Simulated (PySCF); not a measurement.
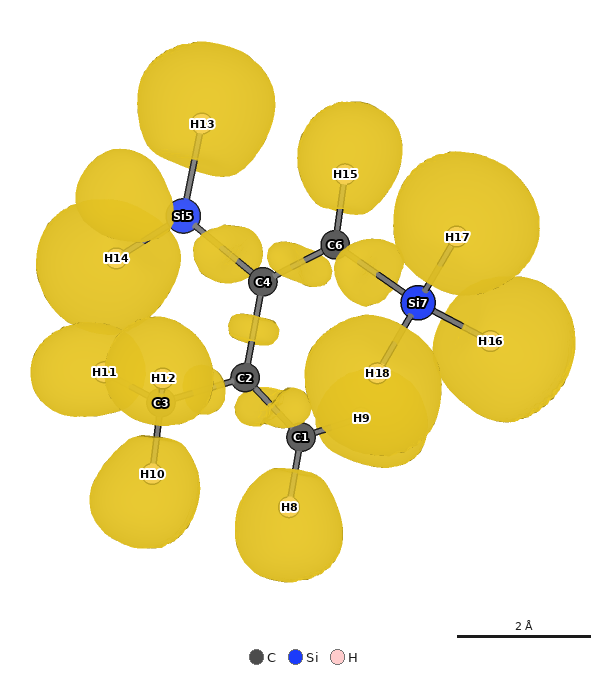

*C5H11Si2 (SMILES C=C(C)/C([SiH2])=C\[SiH3]) (doublet). Isosurface of the ELF at 0.85 (yellow), seen at a tilt. Core shells and regions of very low density are left out.*

Geometry: GFN2-xTB.

Theory: UKS B3LYP, pcH-1 on C H Si, non-relativistic, mean-field spin-orbit, GIAO (PySCF 2.14.0, density-fitted response routines).

```csv
atom,x (Å),y (Å),z (Å)
C,-1.3139,-1.2890,-0.0312
C,-0.2078,-0.7520,0.4663
C,0.8848,-1.5747,1.0793
C,0.0135,0.7079,0.4417
Si,0.1826,1.5549,2.0598
C,0.0955,1.3813,-0.7385
Si,0.0219,0.6356,-2.4475
H,-1.4861,-2.3524,-0.0229
H,-2.0912,-0.6793,-0.4581
H,0.6224,-2.6299,1.0866
H,1.0839,-1.2506,2.1010
H,1.8038,-1.4449,0.5077
H,0.2593,3.0031,2.1091
H,-0.1502,0.8739,3.2985
H,0.2390,2.4556,-0.6841
H,-1.3582,0.5302,-2.9430
H,0.7570,1.5313,-3.3502
H,0.6348,-0.6946,-2.4862
```

Question: Identify the bonds, lone pairs and shells in this picture.

Answer: The ELF exceeds this value in four regions between bonded C–C atoms (shared pairs), two regions between bonded C–Si atoms (shared pairs), eleven regions around hydrogen nuclei and one lobe on Si, pointing away from the bonds (non-bonding electrons). Profiles from the grid: C–C (1.33 Å): the ELF peaks at about 0.95 between the atoms: a short, multiple covalent bond. C–Si (1.83 Å): the ELF peaks at about 0.95 between the atoms, as expected for a covalent bond.
